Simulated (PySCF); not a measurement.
SMILES F[Si](F)(F)[SiH2][SiH2]Cl (H4ClF3Si3) at its B3LYP/def2-SVP optimised geometry (Å):

```
11

Si    -1.9037     0.7618     0.4233
F     -2.4939    -0.5589    -0.2911
F     -2.7526     2.0126    -0.1348
F     -2.2306     0.6418     1.9947
Si     0.3855     0.9411     0.0000
Si     1.2641    -1.2450     0.0000
Cl     0.5904    -2.1629     1.7497
H      1.0123     1.7718     1.0672
H      0.5747     1.5961    -1.3279
H      0.7647    -2.0126    -1.1726
H      2.7526    -1.2450     0.0000
```

Computed with PySCF with B3LYP/def2-TZVP. Cells within 0.4 Å of a nucleus heavier than hydrogen are left out (blank, or x).

Map of the electron localisation function on the plane z = 0.0 Å:

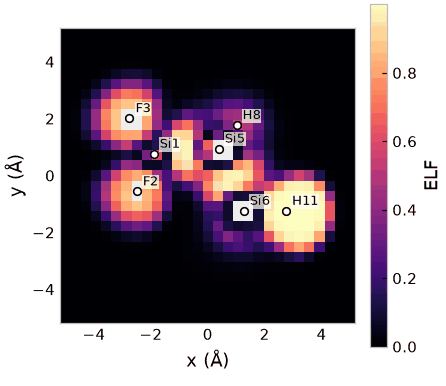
*Electron localisation function on the plane z = 0.0 Å.*
